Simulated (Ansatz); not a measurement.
Rh (Fm-3m, No. 225): the input geometry of an electronic-structure calculation (not necessarily at equilibrium).

```
CELL_PARAMETERS angstrom
3.82968 0.00000 0.00000
0.00000 3.82968 0.00000
0.00000 0.00000 3.82968
ATOMIC_POSITIONS crystal
Rh 0.00000 0.00000 0.00000
Rh 0.00000 0.50000 0.50000
Rh 0.50000 0.00000 0.50000
Rh 0.50000 0.50000 0.00000
```

### What will a Z-contrast image along [211] show? Simulated incoherent Z contrast: every atom adds Z^1.7 spread by a probe of 0.68 Å full width; channelling and multiple scattering are left out.

The columns repeat on a rectangular net of 1.35 × 2.21 Å (plane group p2mm). All columns are alike (Rh). The shortest distance between visible columns is 1.35 Å in projection. Along the beam the structure repeats every 4.69 Å.

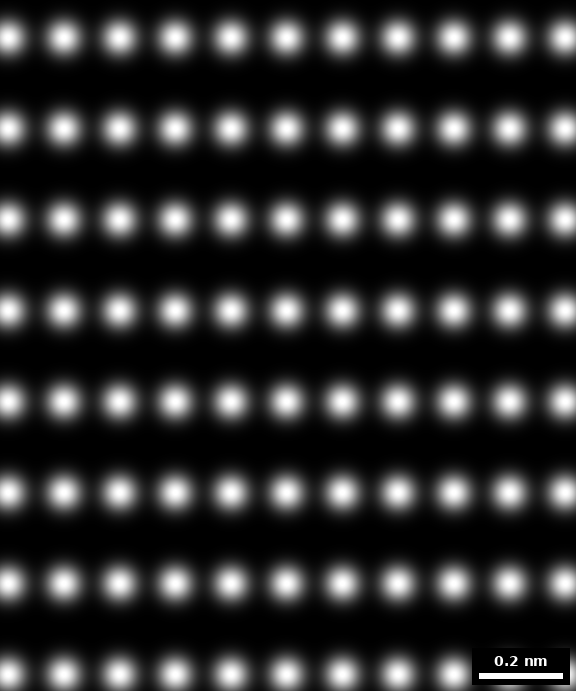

The simulated image.
